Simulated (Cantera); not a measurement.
Feed: 1 mol borazine, 5.3 mol H2O, 71 mol H2, held at 2900 Pa.

Method: chemical equilibrium by Gibbs-energy minimisation in Cantera with the NASA 1993 tables (ideal gas, pure condensed phases). Candidate condensed phases: B, BN, B2O3, B3O3H3, H2O; 39 gas species. The feed counts by its element totals alone. Gases not in the tables: H3BO3. Equilibrium is a limit: real reactors are often held back by kinetics, nucleation or transport.

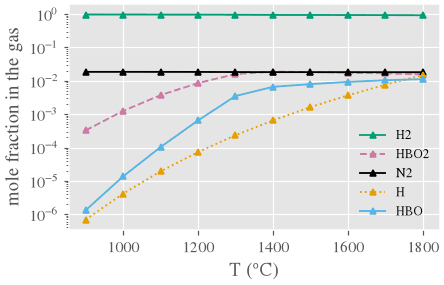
Figure. Equilibrium gas composition (values under 1e-9 drawn at 1e-9)

From 900 °C to 1300 °C the condensed part is B2O3(l). From 1400 °C to 1800 °C nothing is condensed.
